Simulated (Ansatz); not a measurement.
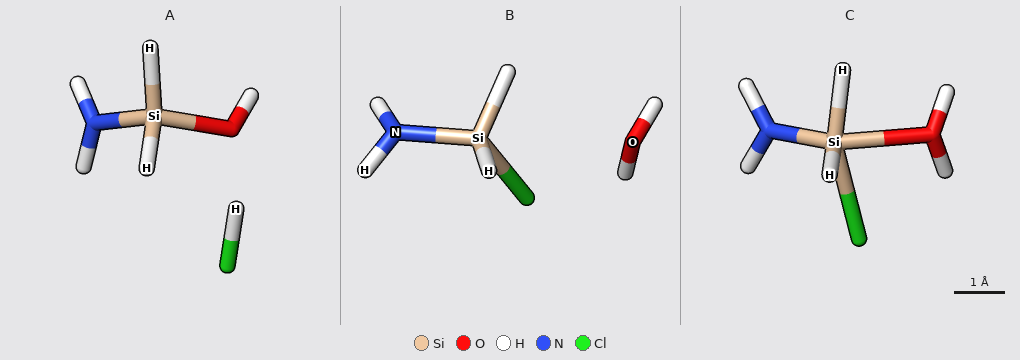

Three geometries of SiNH₆OCl: a saddle point and the two minima that it joins, in shuffled order. Style: stick. Shown at a tilt. Sticks join atoms that are closer than about 1.2 times the sum of their covalent radii (a little more with hydrogen).

Stationary points at PBE0-D4/def2-TZVP, single-point energies with CCSD(T)/CBS, BLYP-D4, PBE-D4 (def2-TZVPP where no basis is named; Ansatz 0.2.0). The energies are electronic, without zero-point or thermal terms, and both ends are the minima reached downhill from the saddle, with any fragments still in contact. CCSD(T)/CBS stands for a frozen-core estimate: MP2 correlation extrapolated from def2-TZVPP and def2-QZVPP, CCSD(T) minus MP2 from the smaller set.

Which frame is the transition state, what reaction does it lead through, and what barrier is to be expected?

Answer. Frame C is the saddle point. Counted by bonded pieces, A holds HCl + SiH₅NO and B holds H₂O + SiH₄NCl. From A over the saddle to B, bonds form: Cl–Si (3.88 → 2.26 → 2.09 Å), H–O (1.81 → 0.97 → 0.96 Å). Bonds break: O–Si (1.67 → 2.00 → 3.24 Å), Cl–H (1.31 → 2.23 → 2.57 Å). The saddle has one imaginary mode, 96i cm⁻¹. With CCSD(T)/CBS the barrier is 75.7 kJ/mol from A and 71.6 kJ/mol from B, and B lies 4.0 kJ/mol above A.

```tsv
level	barrier from A (kJ/mol)	barrier from B (kJ/mol)	B less A (kJ/mol)
CCSD(T)/CBS	75.7	71.6	4.0
BLYP-D4	81.4	71.6	9.7
PBE-D4	65.3	61.7	3.5
```

Against CCSD(T)/CBS, BLYP-D4 comes closest on the barrier from A (+5.7 kJ/mol) and PBE-D4 misses most (−10.4 kJ/mol).
